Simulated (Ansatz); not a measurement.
# Work function of Ta(100): what the settings cost and change

How far do cutoff, k-mesh and smearing move the work function of Ta(100)?

Method: plane-wave DFT, PBE, Ansatz PAW, in Ansatz 0.2.0.

The experiments to compare with:

“Anisotropic work function of elemental crystals” (2019, arxiv:1902.07811) quotes from earlier work for Ta (clean (100) face, a compiled value): work function (clean (100) face, a compiled value) 4.1 eV.

## Step 1: The structure

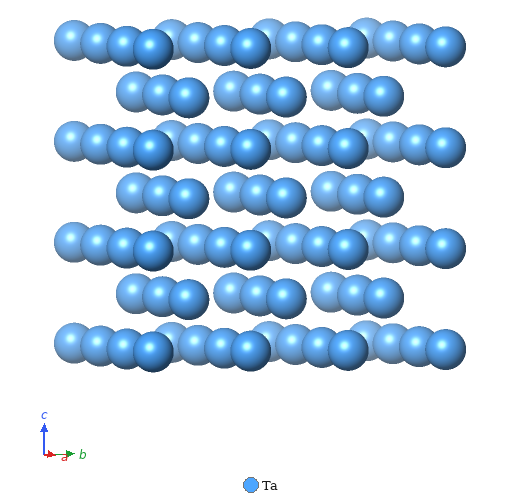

The cell as given, from the side, with the c axis up (tantalum blue). 3×3×1 cells are drawn. Some periodic images of atoms are drawn too.

The cell holds 7 atoms: 7 Ta. Cell: a = 3.310 Å, b = 3.310 Å, c = 27.930 Å, α = 90.0°, β = 90.0°, γ = 90.0°. Vacuum lies along c.

## Step 2: Slab, setting cutoff 200 eV

A work function rests on the faint tail of the density, so the SCF threshold is tight. The cutoff is raised first; then mesh and smearing are varied at the default cutoff.

File input.yaml:

```yaml
crystal:
  lattice:
    - [3.31, 0.0, 0.0]
    - [0.0, 3.31, 0.0]
    - [0.0, 0.0, 27.93]
  atoms:
    - { symbol: Ta, position: [0.0, 0.0, 0.3222341568] }
    - { symbol: Ta, position: [0.5, 0.5, 0.3814894379] }
    - { symbol: Ta, position: [0.0, 0.0, 0.4407447189] }
    - { symbol: Ta, position: [0.5, 0.5, 0.5] }
    - { symbol: Ta, position: [0.0, 0.0, 0.5592552811] }
    - { symbol: Ta, position: [0.5, 0.5, 0.6185105621] }
    - { symbol: Ta, position: [0.0, 0.0, 0.6777658432] }
kpoints:
  mp_grid: { grid: [12, 12, 1] }
hamiltonian:
  xc: pbe
scf:
  occupations: { method: fermi_dirac, width: 0.1 }
  convergence: { dr2_threshold: 1.0e-09 }
efield:
  axis: 3
  dipole_correction: true
  ramp_position: 0.97
  ramp_width: 0.06
basis:
  ecutwfc: "200 eV"
output:
  write_potential: true
  write_density: true
  volumetric_format: npy
  elf: true
```

Launch:

```bash
> ansatz run input.yaml --threads 2 --pin off --max-ram 3072MiB --backend cpu --events-out ev --progress --plain --runs-dir out
```

Numbers of over 12 decimals in the logs are rounded to 6 here.

The program printed:

```text
Warning: basis.ecutwfc = 200 eV is below the records' recommended 420 eV, and the density's cutoff is lower with it unless basis.ecutrho_ratio is high enough to keep the records' density cutoff: compare with a run at a higher cutoff
Engine: ansatz 0.2.0, x86_64-unknown-linux-gnu
Pseudopotentials: kind: paw
Pseudopotential: Ta, paw, valence charge 13, recommended cutoff 420 eV (normal), Ta.paw.azcp
Functional definition: PBE
  parameter kappa = 0.804
  parameter beta = 0.066725
  exchange = pbe_x(kappa = kappa, mu = beta*pi^2/3)
  correlation = pbe_c(beta = beta)
Crystal: 7 atoms, lattice volume = 306.004 Å³
Basis set: ecut = 200 eV, 1989 PW (Γ)
Bands: 55, of which v1, the nominal top of the filled ones, is band 46 counted from 1 (45 counted from 0)
Symmetry: 8 space group operations
k-points: 28 of 144
Non-local potential: Ta, projectors of the file, l = 0: 3, l = 1: 2, l = 2: 2, l = 3: 1
PAW form: soft (Blöchl's): semilocal exchange-correlation on the pseudo side does not see the compensation charge
PAW one-centre angular grid: Ta, 590 points (default); XC on 64 Gauss nodes
Initial density: superposition of atomic densities (neutral atoms: chi_scale 0, normalization atom), corrected by the library's trained network
Initial wavefunctions: pseudopotential atomic-orbital guess
Functional: x = pbe(κ = 0.804, μ = 0.219515), c = pbe(β = 0.066725)
SCF iter   1: F=—  HF=-69513.585269 eV  |F-HF|=—  |Δ(HF+E_count)|=         —  Δρ=2.16e-2  dr2=5.39e0  ethr=1.77e-3  p=0.000 e·Å  D=1.09e-13 V/Å  ΔV_dip=-0.00 eV  dr2_dipole=3.30e-9  V_vac-E_F(+/−)=4.11/4.10 eV  ⟨swp⟩=7.5  Hψ=6694  notcnv=0  defer=1
efield: sawtooth ramp at fractional position 0.9700 (set: `efield.ramp_position`, or a place that a band, a saddle search or an elastic batch's reference lends), width 0.0600; the density the first Hamiltonian is built on has a dipole p = 0.000 e·Å; the dipole correction subtracts the counter field D = 1.09e-13 V/Å, which shifts the + side's vacuum level by -0.00 eV against the − side's; the planar-averaged density in the ramp window peaks in size at 3.0e-5 e/Å³
preconditioner: auto → LDOS  [metal: Δε(μ)=0.009 eV  Ē_g=3.661 eV  σ=0.100 eV  W_gap=0.02  n_scr=62 (ndim 8)  ℏωp=12.6 eV  f_vac=0.506  D(μ)=6.53/eV (n_scr^D=36)  β→1.0]
SCF iter   2: F=—  HF=-69513.282815 eV  |F-HF|=—  |Δ(HF+E_count)|=   3.02e-1  Δρ=7.27e-3  dr2=1.25e0  ethr=1.77e-3  p=0.000 e·Å  D=1.11e-5 V/Å  ΔV_dip=-0.00 eV  dr2_dipole=2.98e-7  V_vac-E_F(+/−)=4.00/4.00 eV  ⟨swp⟩=3.6  Hψ=3366  notcnv=0
SCF iter   3: F=—  HF=-69513.216778 eV  |F-HF|=—  |Δ(HF+E_count)|=   6.60e-2  Δρ=1.19e-3  dr2=3.55e-2  ethr=1.38e-3  p=0.000 e·Å  D=3.74e-6 V/Å  ΔV_dip=-0.00 eV  dr2_dipole=1.87e-9  V_vac-E_F(+/−)=4.02/4.02 eV  ⟨swp⟩=2.0  Hψ=1815  notcnv=0
SCF iter   4: F=—  HF=-69513.214507 eV  |F-HF|=—  |Δ(HF+E_count)|=   2.27e-3  Δρ=3.77e-4  dr2=1.15e-3  ethr=3.90e-5  p=0.000 e·Å  D=2.49e-6 V/Å  ΔV_dip=-0.00 eV  dr2_dipole=6.89e-9  V_vac-E_F(+/−)=4.02/4.02 eV  ⟨swp⟩=2.0  Hψ=2008  notcnv=0
SCF iter   5: F=—  HF=-69513.214411 eV  |F-HF|=—  |Δ(HF+E_count)|=   9.56e-5  Δρ=1.15e-4  dr2=1.14e-4  ethr=1.26e-6  p=0.000 e·Å  D=1.30e-6 V/Å  ΔV_dip=-0.00 eV  dr2_dipole=4.11e-11  V_vac-E_F(+/−)=4.03/4.03 eV  ⟨swp⟩=2.5  Hψ=2479  notcnv=0
SCF iter   6: F=—  HF=-69513.214437 eV  |F-HF|=—  |Δ(HF+E_count)|=   2.56e-5  Δρ=5.27e-5  dr2=2.46e-5  ethr=1.25e-7  p=0.000 e·Å  D=6.14e-7 V/Å  ΔV_dip=-0.00 eV  dr2_dipole=3.43e-11  V_vac-E_F(+/−)=4.04/4.04 eV  ⟨swp⟩=2.4  Hψ=2547  notcnv=0
SCF iter   7: F=—  HF=-69513.214438 eV  |F-HF|=—  |Δ(HF+E_count)|=   9.89e-7  Δρ=1.10e-5  dr2=2.50e-6  ethr=2.71e-8  p=0.000 e·Å  D=8.72e-8 V/Å  ΔV_dip=-0.00 eV  dr2_dipole=6.45e-13  V_vac-E_F(+/−)=4.04/4.04 eV  ⟨swp⟩=2.0  Hψ=2033  notcnv=0
SCF iter   8: F=—  HF=-69513.214438 eV  |F-HF|=—  |Δ(HF+E_count)|=   1.28e-7  Δρ=4.35e-6  dr2=1.41e-7  ethr=2.75e-9  p=0.000 e·Å  D=1.31e-8 V/Å  ΔV_dip=-0.00 eV  dr2_dipole=6.75e-13  V_vac-E_F(+/−)=4.04/4.04 eV  ⟨swp⟩=2.4  Hψ=2258  notcnv=0
SCF iter   9: F=—  HF=-69513.214438 eV  |F-HF|=—  |Δ(HF+E_count)|=   3.33e-8  Δρ=1.41e-6  dr2=2.83e-8  ethr=1.54e-10  p=0.000 e·Å  D=6.34e-9 V/Å  ΔV_dip=-0.00 eV  dr2_dipole=1.06e-14  V_vac-E_F(+/−)=4.04/4.04 eV  ⟨swp⟩=2.3  Hψ=2574  notcnv=0
SCF iter  10: F=—  HF=-69513.214438 eV  |F-HF|=—  |Δ(HF+E_count)|=   1.50e-9  Δρ=3.58e-7  dr2=1.51e-9  ethr=3.11e-11  p=-0.000 e·Å  D=-3.34e-9 V/Å  ΔV_dip=0.00 eV  dr2_dipole=7.30e-16  V_vac-E_F(+/−)=4.04/4.04 eV  ⟨swp⟩=2.3  Hψ=2170  notcnv=0
SCF iter  11: F=-69513.214438 eV  HF=-69513.214438 eV  |F-HF|=4.37e-11  |Δ(HF+E_count)|=  1.31e-10  Δρ=8.76e-8  dr2=4.32e-11  ethr=1.10e-12  p=-0.000 e·Å  D=-8.55e-10 V/Å  ΔV_dip=0.00 eV  dr2_dipole=1.88e-15  V_vac-E_F(+/−)=4.04/4.04 eV  ⟨swp⟩=5.5  Hψ=3433  notcnv=0
WARN: efield: at this solve's end the planar-averaged density reaches 3.10e-5 e/Å³ inside the ramp window [0.9342, 0.0658] (bound 1e-5 e/Å³), and -1.04e-5 e/Å³ on another of its planes; by the running means of the window's planes the mean density over a ramp is at most 1.48e-5 e/Å³, which is held to the bound (the quickstart, § The vacuum guard, A window that rings); the window's nearer edge stands 7.16 Å from this s [...]
SCF 1 converged in 11 iterations: F = -69513.214438 eV  dr2 = 4.32e-11
  greatest PAW one-centre occupation: 1.012 electrons in one spin orbital (limit 2), on the Ta atom at site 4 (counted from 0), in its partial waves of l = 1
WARN: The output density's exchange-correlation potential varies sharply where the density is thin. Do not read a vacuum level from v_tot or v_xc, or from such a field of the output density. On a cell that repeats whose density bears no net charge and no dipole along the vacuum's axis use v_es (v_loc + v_h of the components); under efield.dipole_correction with no amplitude use v_es + v_field, which holds any externa [...]
SCF converged after 11 iterations
Free energy (F): -69513.214438 eV
Harris-Foulkes:  -69513.214438 eV  (|F-HF|=4.37e-11)
Internal energy: -69512.964371 eV  (E = F + TS)
E sigma→0 (E₀):  -69513.089405 eV
Entropy (-TS):   -0.250066 eV (-35.724 meV/atom)
Fermi energy:    5.593985 eV
Dipole field:    D = -0.000000 V/Å  (p = -0.000000 e·Å, saw-weighted, corrected)
Work function:   Φ+ = 4.0446 eV   Φ− = 4.0444 eV
Levels:          The Fermi level and band energies are counted from a zero that moves with the ramp; work functions are not
Vacuum region:   at the solve's end the planar-averaged density reaches 3.10e-5 e/Å³ inside the ramp window [0.9342, 0.0658] (bound 1e-5 e/Å³), and -1.04e-5 e/Å³ on another of its planes; by the running means of the window's planes the mean density over a ramp is at most 1.48e-5 e/Å³, which is held to the bound (the quickstart, § The vacuum guard, A window that rings)
--- Per-component energies (eV) ---
  E_band       = -1958.086995
  E_kinetic    = 2525.639613
  E_local      = -113369.634556  (includes V_loc(G=0)·N_el)
  E_nonlocal   = 102.749994
  E_hartree    = 55490.990761
  E_xc         = -1513.911000
  E_vxc        = -1410.314525  (∫ρ·V_xc dr)
  E_paw        = -58773.889098  (= ΣΔE_a)
  E_vpaw       = -788.534786  (= ΣTr[D̂ρ^β])
  E_aug_tail   = 0.025989  (compensation charges beyond the density's cutoff)
  E_efield     = 0.000000  (sawtooth field / dipole correction)
  E_vefield    = 0.000000  (∫n·V_field dr)
  E_ewald      = 46025.063926
  E_smearing   = -0.250066  (= −TS)
  E_closure    = -0.000000  (closes the sum)
  Σ components = -69513.214438   (vs F -69513.214438, Δ=0.00e0)
--- Band table (eV; the first three rows and the last of 28) ---
  k-point 0: bands = [... 42 lower, 6.0323, 6.0323, 6.0416, 6.0416, 6.2256, 6.2848, 6.2848, 6.6389, ... 5 higher]
  k-point 1: bands = [... 42 lower, 5.7863, 5.8381, 6.0399, 6.0657, 6.1718, 6.2460, 6.2559, 6.5991, ... 5 higher]
  k-point 2: bands = [... 42 lower, 5.3622, 5.5366, 5.6818, 5.8421, 5.9479, 6.4959, 6.4979, 6.5818, ... 5 higher]
  k-point 27: bands = [... 42 lower, 4.4249, 5.2369, 5.2369, 6.3204, 6.3204, 7.7952, 7.7952, 7.9404, ... 5 higher]
```

Run time: 16 s. Hardware: 2 threads of Intel Xeon 6975P-C (Granite Rapids), shared host; peak memory 0.45 GiB; 27 s of CPU time.

Reading the cycles: dr2 is the Hartree energy of the density residual (eV), the measure of convergence; HF is the Harris–Foulkes estimate of the energy, which meets the free energy F at convergence.

This step gave:

```
energy at zero smearing   : -69513.0894 eV
work function, upper face : 4.045 eV
```

Running mean over 1.655 Å of the planar mean; the ramp of the sawtooth is left out. Table of electron's electrostatic potential energy less the Fermi level by z:

```
z (Å)  electron's electrostatic potential energy less the Fermi level (eV)
    4                                                                 4.03
    6                                                                 3.89
    8                                                                -2.62
   10                                                                -10.3
   12                                                                -10.1
   14                                                                -10.0
   16                                                                -10.1
   18                                                                -10.3
   20                                                                -1.96
   22                                                                 3.90
   24                                                                 4.03
```

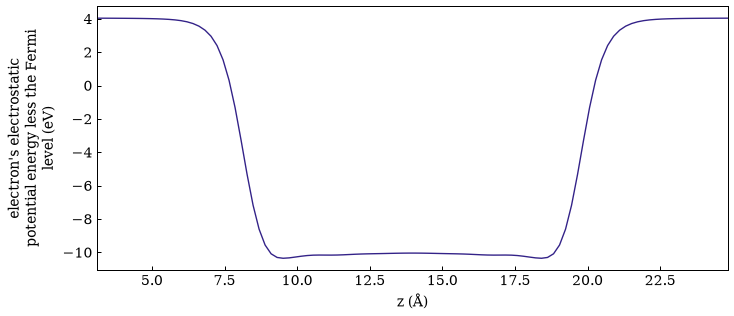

Electron's electrostatic potential energy less the Fermi level against z.

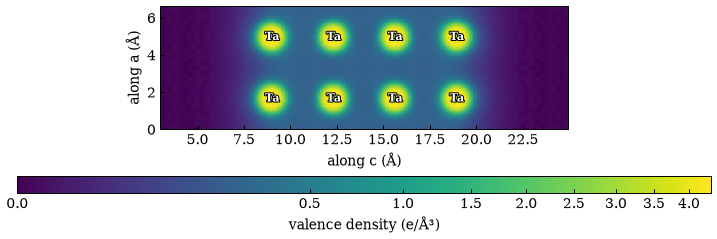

Valence density in the ca plane at fractional y = 0.000, with atoms of Ta within 0.2 Å of it. It is the smooth field of the valence electrons, not physical close to the nuclei. The map starts off the cell's origin, so that atoms lie inside it. The colour scale is stretched toward low values. The far vacuum is left out of the map.

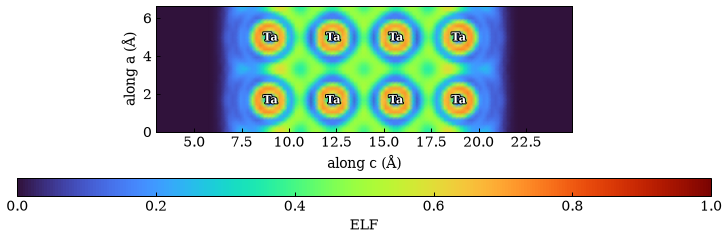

ELF in the ca plane at fractional y = 0.000, with atoms of Ta within 0.2 Å of it. It is the smooth field of the valence electrons, not physical close to the nuclei. The map starts off the cell's origin, so that atoms lie inside it. The far vacuum is left out of the map.

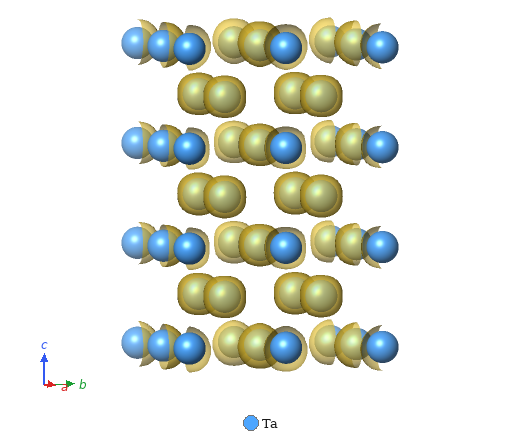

Surface of ELF = 0.66. 2×2×1 cells are drawn.

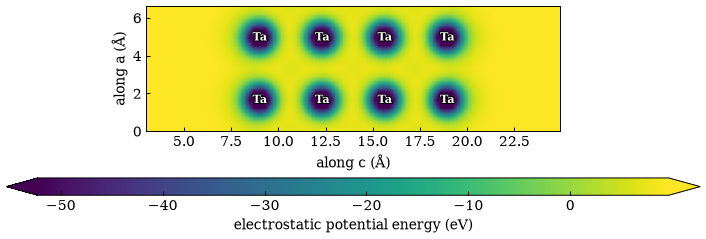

Electrostatic potential energy in the ca plane at fractional y = 0.000, with atoms of Ta within 0.2 Å of it. With pseudopotentials it is smooth inside the atoms' cores, unlike the true potential. The map starts off the cell's origin, so that atoms lie inside it. The far vacuum is left out of the map.

The work function is 4.045 eV.

## Step 3: Run

Changes to input.yaml since step 2:

```diff
@@ -26,3 +26,3 @@
 basis:
-  ecutwfc: "200 eV"
+  ecutwfc: "300 eV"
 output:
@@ -31,2 +31 @@
   volumetric_format: npy
-  elf: true
```

The program printed:

```text
[...]
Crystal: 7 atoms, lattice volume = 306.004 Å³
Basis set: ecut = 300 eV, 3675 PW (Γ)
Bands: 55, of which v1, the nominal top of the filled ones, is band 46 counted from 1 (45 counted from 0)
Symmetry: 8 space group operations
k-points: 28 of 144
[...]
k-point 0: bands = [... 42 lower, 6.0463, 6.0463, 6.1163, 6.1163, 6.2588, 6.2588, 6.3442, 6.7002, ... 5 higher]
  k-point 1: bands = [... 42 lower, 5.8237, 5.8589, 6.0971, 6.1010, 6.2003, 6.2319, 6.2420, 6.5917, ... 5 higher]
  k-point 2: bands = [... 42 lower, 5.4037, 5.5336, 5.6938, 5.8819, 5.9541, 6.4740, 6.4803, 6.5461, ... 5 higher]
  k-point 27: bands = [... 42 lower, 4.3513, 5.1384, 5.1384, 6.2253, 6.2253, 7.7071, 7.7071, 7.8605, ... 5 higher]
[key lines of the parts left out:]
SCF converged after 10 iterations
Free energy (F): -69522.070852 eV
Fermi energy:    5.582782 eV
Dipole field:    D = -0.000000 V/Å  (p = -0.000000 e·Å, saw-weighted, corrected)
Work function:   Φ+ = 3.9991 eV   Φ− = 3.9991 eV
```

Run time: 25 s. Hardware: 2 threads; peak memory 0.62 GiB; 45 s of CPU time.

The work function is 3.999 eV, -0.045 eV from the run “cutoff 200 eV”, at 1.6 times its CPU time.

## Step 4: Run

Changes to input.yaml since step 3:

```diff
@@ -26,3 +26,3 @@
 basis:
-  ecutwfc: "300 eV"
+  ecutwfc: "420 eV"
 output:
```

The program printed:

```text
[...]
Crystal: 7 atoms, lattice volume = 306.004 Å³
Basis set: ecut = 420 eV, 6045 PW (Γ)
Bands: 55, of which v1, the nominal top of the filled ones, is band 46 counted from 1 (45 counted from 0)
Symmetry: 8 space group operations
k-points: 28 of 144
[...]
k-point 0: bands = [... 42 lower, 6.0467, 6.0467, 6.1166, 6.1166, 6.2593, 6.2593, 6.3451, 6.7008, ... 5 higher]
  k-point 1: bands = [... 42 lower, 5.8242, 5.8593, 6.0975, 6.1017, 6.2004, 6.2318, 6.2417, 6.5917, ... 5 higher]
  k-point 2: bands = [... 42 lower, 5.4043, 5.5329, 5.6940, 5.8822, 5.9541, 6.4734, 6.4795, 6.5463, ... 5 higher]
  k-point 27: bands = [... 42 lower, 4.3499, 5.1360, 5.1360, 6.2218, 6.2218, 7.7029, 7.7029, 7.8551, ... 5 higher]
[key lines of the parts left out:]
SCF converged after 10 iterations
Free energy (F): -69522.153565 eV
Fermi energy:    5.581656 eV
Dipole field:    D = -0.000000 V/Å  (p = -0.000000 e·Å, saw-weighted, corrected)
Work function:   Φ+ = 3.9992 eV   Φ− = 3.9992 eV
```

Wall time 40 s (2 threads); peak memory 0.83 GiB.

The work function is 3.999 eV, -0.045 eV from the run “cutoff 200 eV”, at 2.6 times its CPU time.

## Step 5: Slab

Changes to input.yaml since step 4:

```diff
@@ -26,3 +26,3 @@
 basis:
-  ecutwfc: "420 eV"
+  ecutwfc: "600 eV"
 output:
```

The program printed:

```text
[...]
Crystal: 7 atoms, lattice volume = 306.004 Å³
Basis set: ecut = 600 eV, 10263 PW (Γ)
Bands: 55, of which v1, the nominal top of the filled ones, is band 46 counted from 1 (45 counted from 0)
Symmetry: 8 space group operations
k-points: 28 of 144
[...]
k-point 0: bands = [... 42 lower, 6.0467, 6.0467, 6.1167, 6.1167, 6.2593, 6.2593, 6.3451, 6.7009, ... 5 higher]
  k-point 1: bands = [... 42 lower, 5.8242, 5.8593, 6.0975, 6.1017, 6.2005, 6.2319, 6.2417, 6.5917, ... 5 higher]
  k-point 2: bands = [... 42 lower, 5.4044, 5.5329, 5.6940, 5.8822, 5.9541, 6.4734, 6.4795, 6.5463, ... 5 higher]
  k-point 27: bands = [... 42 lower, 4.3498, 5.1359, 5.1359, 6.2215, 6.2215, 7.7026, 7.7026, 7.8548, ... 5 higher]
[key lines of the parts left out:]
SCF converged after 10 iterations
Free energy (F): -69522.158982 eV
Fermi energy:    5.581616 eV
Dipole field:    D = 0.000000 V/Å  (p = 0.000000 e·Å, saw-weighted, corrected)
Work function:   Φ+ = 3.9992 eV   Φ− = 3.9992 eV
```

Elapsed: 69 s, on 2 threads; peak memory 1.2 GiB; 2.1 min of CPU time.

The work function is 3.999 eV, -0.000 eV from the run “cutoff 420 eV”, at 1.8 times its CPU time.

## Step 6: Run

Changes to input.yaml since step 5:

```diff
@@ -14,3 +14,3 @@
 kpoints:
-  mp_grid: { grid: [12, 12, 1] }
+  mp_grid: { grid: [2, 2, 1] }
 hamiltonian:
@@ -25,4 +25,2 @@
   ramp_width: 0.06
-basis:
-  ecutwfc: "600 eV"
 output:
```

The program printed:

```text
[...]
Crystal: 7 atoms, lattice volume = 306.004 Å³
Basis set: ecut = 420 eV, 6045 PW (Γ)
Bands: 55, of which v1, the nominal top of the filled ones, is band 46 counted from 1 (45 counted from 0)
Symmetry: 8 space group operations
k-points: 3 of 4
[...]
Work function:   Φ+ = 4.2916 eV   Φ− = 4.2916 eV
[...]
--- Band table (eV) ---
  k-point 0: bands = [... 42 lower, 5.6317, 5.6366, 5.6366, 5.6694, 5.8030, 5.8517, 5.8517, 6.2820, ... 5 higher]
  k-point 1: bands = [... 42 lower, 4.4746, 5.3785, 5.3933, 5.4748, 5.5416, 5.6341, 6.2632, 6.3344, ... 5 higher]
  k-point 2: bands = [... 42 lower, 3.9498, 4.6967, 4.6967, 5.7146, 5.7146, 7.6347, 7.6347, 7.7364, ... 5 higher]
[key lines of the parts left out:]
SCF converged after 12 iterations
Free energy (F): -69520.249420 eV
Fermi energy:    5.619352 eV
Dipole field:    D = -0.000001 V/Å  (p = -0.000002 e·Å, saw-weighted, corrected)
```

Run time: 5.2 s. Hardware: 2 threads; peak memory 0.55 GiB.

The work function is 4.292 eV, +0.292 eV from the run “cutoff 420 eV”, at 0.089 times its CPU time.

## Step 7: Run

Changes to input.yaml since step 6:

```diff
@@ -14,3 +14,3 @@
 kpoints:
-  mp_grid: { grid: [2, 2, 1] }
+  mp_grid: { grid: [4, 4, 1] }
 hamiltonian:
```

The program printed:

```text
[...]
Crystal: 7 atoms, lattice volume = 306.004 Å³
Basis set: ecut = 420 eV, 6045 PW (Γ)
Bands: 55, of which v1, the nominal top of the filled ones, is band 46 counted from 1 (45 counted from 0)
Symmetry: 8 space group operations
k-points: 6 of 16
[...]
k-point 0: bands = [... 42 lower, 6.0760, 6.0760, 6.1454, 6.1454, 6.2474, 6.2474, 6.3569, 6.7410, ... 5 higher]
  k-point 1: bands = [... 42 lower, 5.2291, 5.3678, 5.4676, 5.5515, 5.9057, 6.2690, 6.4455, 6.8315, ... 5 higher]
  k-point 2: bands = [... 42 lower, 4.8479, 5.5367, 5.7316, 5.7563, 5.8497, 5.9365, 6.6913, 6.6974, ... 5 higher]
  k-point 5: bands = [... 42 lower, 4.3603, 5.1501, 5.1501, 6.2202, 6.2202, 7.7276, 7.7276, 7.8780, ... 5 higher]
[key lines of the parts left out:]
SCF converged after 10 iterations
Free energy (F): -69522.416341 eV
Fermi energy:    5.567542 eV
Dipole field:    D = 0.000000 V/Å  (p = 0.000000 e·Å, saw-weighted, corrected)
Work function:   Φ+ = 4.0059 eV   Φ− = 4.0060 eV
```

Run time: 9.1 s. Hardware: 2 threads; peak memory 0.55 GiB.

The work function is 4.006 eV, +0.007 eV from the run “cutoff 420 eV”, at 0.18 times its CPU time.

[end of part 1 of 2]

[Logs are printed without paths, hosts, clocks, repeated set-up lines and the standing remarks that a program may print on its own settings, such as how far it seeks lower states.]

[Hosts, paths, dates, database ids (printed as entryN), source tags and the programs' standing remarks are cut or masked in the printed files.]

[Maps of the electrostatic potential energy from Ansatz leave out the sawtooth potential of an applied field or a dipole correction, so their vacuum need not be flat; planar profiles and work functions include it.]
